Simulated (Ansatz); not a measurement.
```xyz
18

Ta   -0.0368    0.0830    0.0670
N     2.0670    0.2987    0.0893
H     2.6020    0.3814    0.9322
H     2.6439    0.4826   -0.7104
N    -0.0659    0.0641    2.1036
H    -0.1389   -0.7485    2.6898
H     0.1831    0.8502    2.6794
N     0.2674   -0.1621   -1.9358
H    -0.4743   -0.3643   -2.5843
H     1.1445   -0.2350   -2.4176
N    -1.0443    1.7919   -0.0330
H    -1.6153    2.1628    0.7033
H    -1.0878    2.3702   -0.8506
N    -1.2362   -1.5306    0.0833
H    -1.9170   -1.7161    0.7967
H    -1.2368   -2.2636   -0.6007
H     1.4597   -2.4967    0.4767
H     1.9042   -1.9483    0.3863
```

Core potentials replace the inner electrons of Ta; not at a stationary point (largest force 1.7 eV/Å).

Computed with RHF/def2-SVP (Ansatz 0.2.0).

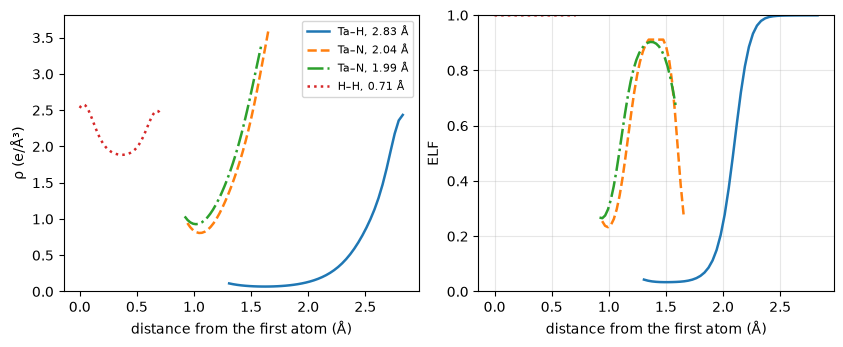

H10N5Ta···H2. Electron density and electron localisation function along straight lines between neighbouring atoms. The curves leave out the atomic cores.

Q: Compare the contacts.

A: Ta1···H18 (2.83 Å): the density falls to about 0.07 e/Å³ on the way; the ELF dips to about 0.05 between them.
Ta–N (2.04 Å): the density is about 0.82 e/Å³ at the midpoint; the ELF peaks at about 0.90 in the valence shell of N, 0.7 Å from its nucleus, and drops to about 0.25 between the two atoms.
Ta–N (1.99 Å): ρ at the midpoint is about 0.93 e/Å³; the ELF peaks at about 0.90 in the valence shell of N, 0.6 Å from its nucleus, and is about 0.30 at the midpoint.
H–H (0.71 Å): the density is about 1.9 e/Å³ at the midpoint; the ELF is about 1 at the midpoint (a covalent bond by its length).
